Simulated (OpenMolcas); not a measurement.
# CH6FNSn (SMILES [CH3][SnH]([NH2])[F]) at 6 levels

We compute a comparison of 6 runs (HF/def2-SVP, BLYP/def2-SVP, PBE0/def2-SVP, SVWN5/def2-SVP, TPSS/def2-SVP, revPBE/def2-SVP) of CH6FNSn. 

The calculation is run with OpenMolcas 26.06.

**1. The molecule**

CH6FNSn: 10 atoms, total charge 0, spin state singlet. As SMILES, `[CH3][SnH]([NH2])[F]`. The coordinates come from a PBE0-D4/def2-TZVP relaxation. This is one conformer, not always the lowest.

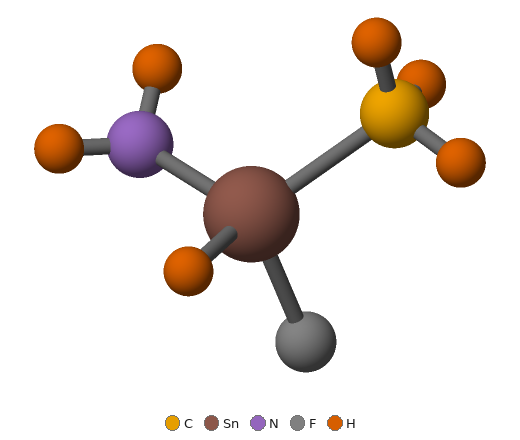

The structure, seen from a chosen angle (carbon amber, tin brown, nitrogen purple, fluorine grey, hydrogen orange).

**2. Energy and forces at HF/def2-SVP (core potential) (run 1)**

Input file input.xyz:

```xyz
10

C     -1.023300     1.186900     0.305600
Sn    -0.012600    -0.424100    -0.632800
N      1.522200    -1.085200     0.465800
F     -1.308600    -1.855400    -0.593400
H     -1.191500     0.935400     1.352900
H     -0.432400     2.100700     0.242800
H     -1.985300     1.342500    -0.181300
H      0.413300    -0.329300    -2.280300
H      1.719700    -0.610700     1.333200
H      2.381600    -1.312000    -0.009700
```

Input file run.input:

```
>>> EXPORT MOLCAS_PRINT=2
&GATEWAY
BASLIB=$CurrDir
COORD=input.xyz
BASIS=def2-SVP
GROUP=NoSym
&SEWARD
&SCF
THRESHOLDS=1e-10 1e-07 1e-07 1e-05
PRORBITALS=0
&ALASKA
```

The basis set def2-SVP is read from a file made from the Basis Set Exchange's data (not shown).

Run with:

```sh
$ export MOLCAS_MEM=1860
$ pymolcas run.input > run.log
```

Standard output:

```text
--- Start Module: gateway ---
[...]
--- Stop Module: gateway /rc=_RC_ALL_IS_WELL_ ---
[...]
      Basis functions           98
[...]
--- Start Module: scf ---
[...]
       Convergence after  14 Iterations
[...]
::    Total SCF energy                               -408.4615450283
[...]
      Total spin, S                                     0.0000000000
[...]
      Total electronic charge=   50.000000
      Total            charge=   -0.000000
[...]
      Dipole Moment (debye):
      Origin of the operator (angstrom)=   -0.0961   -0.4967   -0.4475
                   X=  2.3759E+00               Y=  3.7713E+00               Z=  1.7985E-01           Total=  4.4609E+00
      Quadrupole Moment (debye*angstrom):
[...]
 *              Molecular gradients               *
 **************************************************
  Irreducible representation: a
 ------------------------------------------------------------------------------------------
                              X                       Y                       Z
 ------------------------------------------------------------------------------------------
  C1                9.84958636895517E-04   -3.54061400117978E-03   -5.35687976435106E-05
  SN2               1.55107696379542E-03    5.99235726589331E-03    3.69444415854048E-03
  N3               -9.18146044715940E-03   -4.18550603701462E-03   -1.85737741308589E-03
  F4                1.42380155656063E-03    1.21814669576104E-03    6.77620788721356E-04
  H5                2.80604765632297E-04   -7.04863277169621E-04   -9.22627753574545E-06
  H6                1.05295753844925E-03   -8.10931722346808E-04   -7.00253647455969E-04
  H7                2.55700871212738E-04   -1.00872346131808E-03   -8.11061794307788E-04
  H8                2.72722496799105E-05   -1.29890660077803E-03   -5.84370659454159E-04
[...]
```

It took 25 s on 1 thread of AMD EPYC 7R43 (Zen 3), shared host; peak memory 0.54 GiB.

**3. Energy and gradient at BLYP/def2-SVP (core potential) (run 2)**

Input file struct.xyz:

```xyz
10

C     -1.023300     1.186900     0.305600
Sn    -0.012600    -0.424100    -0.632800
N      1.522200    -1.085200     0.465800
F     -1.308600    -1.855400    -0.593400
H     -1.191500     0.935400     1.352900
H     -0.432400     2.100700     0.242800
H     -1.985300     1.342500    -0.181300
H      0.413300    -0.329300    -2.280300
H      1.719700    -0.610700     1.333200
H      2.381600    -1.312000    -0.009700
```

Input file test.inp:

```
&GATEWAY
  BasLib=$CurrDir
  Coord=struct.xyz
  Basis=def2-SVP
  Group=NoSym

&SEWARD
  GridInput
  Grid=UltraFine
  End of Grid

&SCF
  KSDFT=BLYP
  Thresholds=1e-10 1e-07 1e-07 1e-05
  PrOrbitals=1 1

&ALASKA
```

The basis set def2-SVP is read from a file made from the Basis Set Exchange's data (not shown).

Run with:

```sh
$ export MOLCAS_MEM=1860
$ pymolcas test.inp > test.log
```

Standard output:

```text
--- Start Module: gateway ---
[...]
--- Stop Module: gateway /rc=_RC_ALL_IS_WELL_ ---
[...]
      Basis functions           98
[...]
--- Start Module: scf ---
[...]
       Convergence after  21 Iterations
[...]
::    Total KS-DFT energy                            -410.3518115373
[...]
      Total spin, S                                     0.0000000000
[...]
      Total electronic charge=   50.000000
      Total            charge=   -0.000000
[...]
      Dipole Moment (debye):
      Origin of the operator (angstrom)=   -0.0961   -0.4967   -0.4475
                   X=  2.0868E+00               Y=  3.0812E+00               Z=  4.7760E-01           Total=  3.7519E+00
      Quadrupole Moment (debye*angstrom):
[...]
 *              Molecular gradients               *
 **************************************************
  Irreducible representation: a
 ------------------------------------------------------------------------------------------
                              X                       Y                       Z
 ------------------------------------------------------------------------------------------
  C1                1.22385856396523E-03   -3.49749364522633E-03   -1.28891037519585E-03
  SN2              -4.22277666546123E-03   -1.05027706576433E-02    9.39487780272508E-03
  N3               -7.31572273196868E-04    8.76252674463540E-03   -4.70462604133903E-03
  F4                1.52588810548195E-02    1.73164228340497E-02   -3.15208154387459E-04
  H5                1.65088229789534E-03    2.38734362629617E-03   -1.04706953455276E-02
  H6               -5.64139460327340E-03   -9.33986732131498E-03    5.40081308925612E-04
  H7                9.75025296972287E-03   -1.78936929047757E-03    4.69455761261339E-03
  H8               -2.46378317729734E-03   -8.09208775139236E-04    8.00770106000481E-03
[...]
```

Run time: 70 s. Hardware: 1 thread of AMD EPYC 7R43 (Zen 3), shared host; peak memory 0.54 GiB.

Runs 3 to 4 aren't shown in full; the table further down has their settings and results.

**4. Energy and forces at TPSS/def2-SVP (core potential) (run 5)**

input.xyz is that of step 2.

Input file test.inp:

```
* CH6FNSn Kohn-Sham DFT

&GATEWAY
  BasLib=$CurrDir
  Coord=input.xyz
  Basis=def2-SVP
  Group=NoSym

&SEWARD
  GridInput
  Grid=UltraFine
  End of Grid

&SCF
  KSDFT=2
  1.0 MGGA_X_TPSS
  1.0 MGGA_C_TPSS
  Thresholds=1e-10 1e-07 1e-07 1e-05
  PrOrbitals=0

&ALASKA
```

The basis set def2-SVP is read from a file made from the Basis Set Exchange's data (not shown).

Run with:

```sh
$ export MOLCAS_MEM=1860
$ pymolcas test.inp > test.log
```

Standard output:

```text
--- Start Module: gateway ---
[...]
--- Stop Module: gateway /rc=_RC_ALL_IS_WELL_ ---
[...]
      Basis functions           98
[...]
--- Start Module: scf ---
[...]
       Convergence after  19 Iterations
[...]
::    Total KS-DFT energy                            -410.4108097236
[...]
      Total spin, S                                     0.0000000000
[...]
      Total electronic charge=   50.000000
      Total            charge=   -0.000000
[...]
      Dipole Moment (debye):
      Origin of the operator (angstrom)=   -0.0961   -0.4967   -0.4475
                   X=  2.0961E+00               Y=  3.1195E+00               Z=  4.8277E-01           Total=  3.7892E+00
      Quadrupole Moment (debye*angstrom):
[...]
 *              Molecular gradients               *
 **************************************************
  Irreducible representation: a
 ------------------------------------------------------------------------------------------
                              X                       Y                       Z
 ------------------------------------------------------------------------------------------
  C1                3.28839919907509E-04   -2.04587961711056E-03   -3.05623935766164E-04
  SN2              -3.06886052854516E-03   -7.55174714740914E-03    6.82949978716252E-03
  N3                1.82478477933135E-03    6.70888275852821E-03   -2.29935455668162E-03
  F4                1.08397486636154E-02    1.24410805228710E-02   -1.46814527802519E-04
  H5                1.13584463057737E-03    1.98626771711524E-03   -7.95373000751987E-03
  H6               -4.34797023465849E-03   -7.12811047171691E-03    4.41907730888376E-04
  H7                7.45074302273441E-03   -1.30015978028530E-03    3.66906292897862E-03
  H8               -1.55928079225620E-03   -7.09739291678502E-04    4.56720850805237E-03
[...]
```

It took 86 s on 1 thread of AMD EPYC 7R43 (Zen 3), shared host; peak memory 0.55 GiB.

**5. Energy and gradient at revPBE/def2-SVP (core potential) (run 6)**

Input file mol.xyz:

```xyz
10

C     -1.023300     1.186900     0.305600
Sn    -0.012600    -0.424100    -0.632800
N      1.522200    -1.085200     0.465800
F     -1.308600    -1.855400    -0.593400
H     -1.191500     0.935400     1.352900
H     -0.432400     2.100700     0.242800
H     -1.985300     1.342500    -0.181300
H      0.413300    -0.329300    -2.280300
H      1.719700    -0.610700     1.333200
H      2.381600    -1.312000    -0.009700
```

Input file job.input:

```
* CH6FNSn Kohn-Sham DFT
>>> EXPORT MOLCAS_PRINT=2

&GATEWAY
  BasLib = $CurrDir
  Coord = mol.xyz
  Basis = def2-SVP
  Group = NoSym

&SEWARD
  GridInput
  Grid=UltraFine
  End of Grid

&SCF
  KSDFT = revPBE
  Thresholds = 1e-10 1e-07 1e-07 1e-05
  PrOrbitals = 1 1

&ALASKA
```

The basis set def2-SVP is read from a file made from the Basis Set Exchange's data (not shown).

Run with:

```sh
$ export MOLCAS_MEM=1860
$ pymolcas job.input > job.log
```

Standard output:

```text
--- Start Module: gateway ---
[...]
--- Stop Module: gateway /rc=_RC_ALL_IS_WELL_ ---
[...]
      Basis functions           98
[...]
--- Start Module: scf ---
[...]
       Convergence after  19 Iterations
[...]
::    Total KS-DFT energy                            -410.4515631087
[...]
      Total spin, S                                     0.0000000000
[...]
      Total electronic charge=   50.000000
      Total            charge=   -0.000000
[...]
      Dipole Moment (debye):
      Origin of the operator (angstrom)=   -0.0961   -0.4967   -0.4475
                   X=  2.0877E+00               Y=  3.0879E+00               Z=  4.5430E-01           Total=  3.7550E+00
      Quadrupole Moment (debye*angstrom):
[...]
 *              Molecular gradients               *
 **************************************************
  Irreducible representation: a
 ------------------------------------------------------------------------------------------
                              X                       Y                       Z
 ------------------------------------------------------------------------------------------
  C1               -5.14286389559970E-04   -1.25288241407961E-03    1.74110925956317E-04
  SN2              -4.62581349938240E-03   -1.17004044460272E-02    7.87021486735817E-03
  N3                2.89873407091079E-04    8.62336937094632E-03   -4.22599399933343E-03
  F4                1.54871234485814E-02    1.75159773198086E-02   -2.52752217374197E-04
  H5                1.78669343788629E-03    2.50343081870347E-03   -1.10478782775303E-02
  H6               -5.91066499969894E-03   -9.88756771825461E-03    5.25396024584027E-04
  H7                1.03256091673858E-02   -1.88380031249458E-03    4.95858306086916E-03
  H8               -2.32326131054039E-03   -9.46339646293703E-04    7.43843720839532E-03
[...]
```

It took 66 s on 1 thread of AMD EPYC 7R43 (Zen 3), shared host; peak memory 0.54 GiB.

**6. All runs side by side**

```
run                             level  integration grid  energy (Eh)  dipole moment (D)  HOMO energy (eV)  LUMO energy (eV)  wall time
  1      HF/def2-SVP (core potential)                 –  -408.461545               4.46            -10.89              3.45       25 s
  2    BLYP/def2-SVP (core potential)         UltraFine  -410.351812               3.75             -5.51             -0.53       70 s
  3    PBE0/def2-SVP (core potential)         UltraFine  -410.269176               4.03             -7.19              0.40       78 s
  4   SVWN5/def2-SVP (core potential)         UltraFine  -408.653353               3.90             -5.81             -0.71       60 s
  5    TPSS/def2-SVP (core potential)         UltraFine  -410.410810               3.79             -5.78             -0.40       86 s
  6  revPBE/def2-SVP (core potential)         UltraFine  -410.451563               3.75             -5.63             -0.48       66 s
```

**7. Results**

| quantity | value |
| --- | --- |
| run 6: total energy | -410.45156 Eh |
| run 6: dipole moment | 3.75 D |
| run 6: HOMO energy | -5.63 eV |
| run 6: LUMO energy | -0.48 eV |
| run 6: HOMO–LUMO gap | 5.15 eV |
| run 6: largest force on an atom | 1.202 eV/Å |

The dipole moment (its size) runs from 3.75 D (BLYP/def2-SVP) to 4.46 D (HF/def2-SVP). The HOMO–LUMO gap runs from 4.98 eV (BLYP/def2-SVP) to 14.35 eV (HF/def2-SVP). Exact exchange widens orbital gaps. Totals of different functionals can't be ranked against each other. All runs together took 6.4 min, the longest 86 s.
